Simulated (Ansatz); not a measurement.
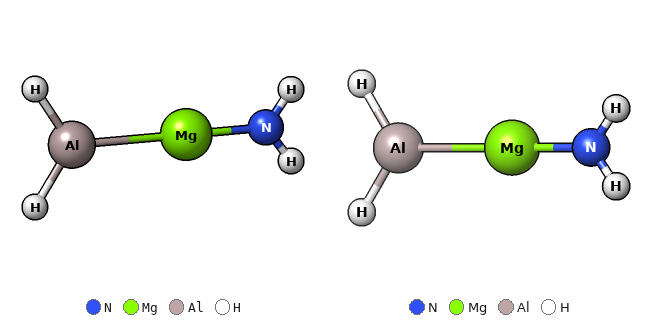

Both panels show the same species.

The computed structure is the end point of a PBE0-D4/def2-TZVP optimisation. No frequency run is at hand to confirm it as a minimum.

Count the atoms of each element.

AlH₄MgN, 7 atoms: 1 aluminium, 4 hydrogen, 1 magnesium and 1 nitrogen.

How many bonds of each kind are drawn?

2 Al–H, 2 N–H, 1 Mg–N, 1 Al–Mg. Sticks follow a distance rule.

The parts below concern this one geometry. Atoms keep their numbers from picture to picture.

### Geometry

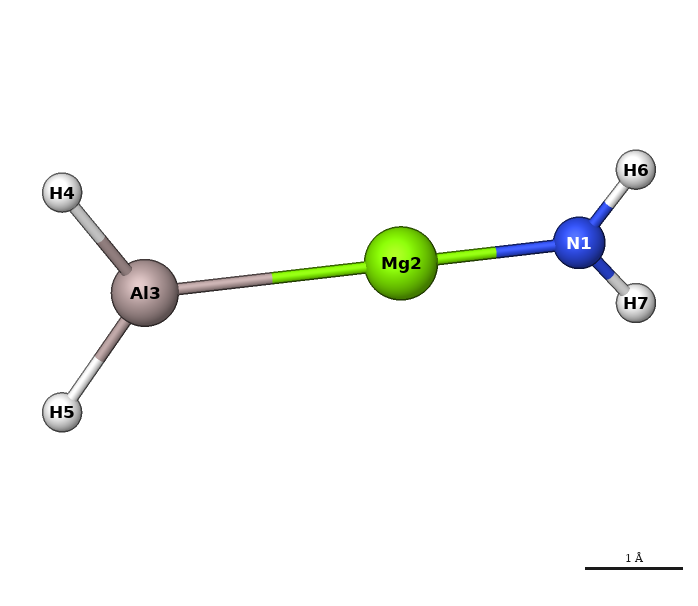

Numbered structure. No frequency run is at hand to confirm it as a minimum.

Which atoms are bonded, and how long are the bonds?

| bond | length (Å) |
| --- | --- |
| N1–Mg2 | 1.893 |
| N1–H6 | 1.010 |
| N1–H7 | 1.010 |
| Mg2–Al3 | 2.720 |
| Al3–H4 | 1.601 |
| Al3–H5 | 1.601 |

### Dipole moment

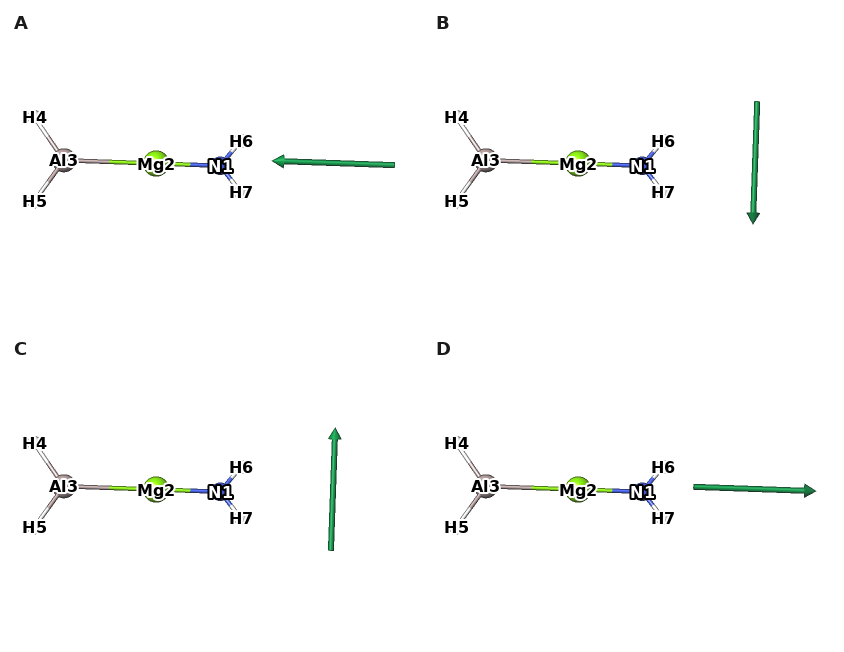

The same molecule four times, each with an arrow. No frequency run is at hand to confirm it as a minimum. Method: RKS PBE0-D4/def2-TZVP (Ansatz 0.2.0).

Which arrow points along the dipole moment, from the negative to the positive end?

D. The dipole moment is 1.02 D; it points from the side of H4, H5 to the side of H6, H7 (the outermost atoms at the two ends).

### Electronic properties

No frequency run is at hand to confirm it as a minimum. Properties computed with RKS PBE0-D4/def2-TZVPP (Ansatz 0.2.0).

What does the calculation give?

- HOMO energy (Kohn–Sham orbital): −6.23 eV
- LUMO energy (Kohn–Sham orbital): −2.16 eV
- HOMO–LUMO gap: 4.07 eV
- dispersion correction: −6.6 kJ/mol

### Charges

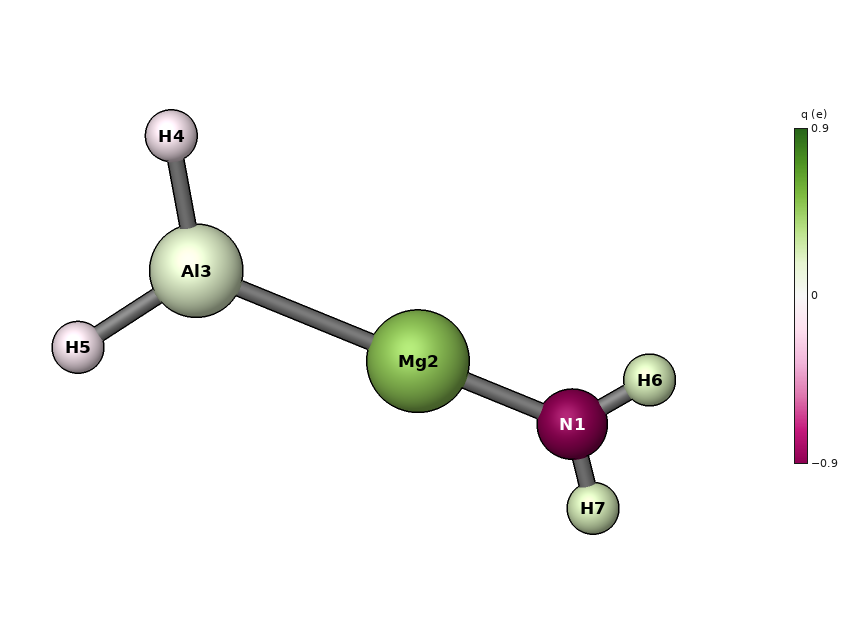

Atoms are coloured by their Mulliken charges. No frequency run is at hand to confirm it as a minimum. Properties computed with RKS PBE0-D4/def2-TZVP (Ansatz 0.2.0).

Which atom carries the highest charge (most positive or least negative)?

Mg2 (0.48 e).

And the lowest?

N1 (−0.90 e).

Give the Mulliken charges atom by atom.

```csv
atom,value (e)
N1,−0.90
Mg2,0.48
Al3,0.19
H4,−0.11
H5,−0.11
H6,0.23
H7,0.23
```

Mulliken values depend strongly on the basis set and can even reverse the polarity of a bond.
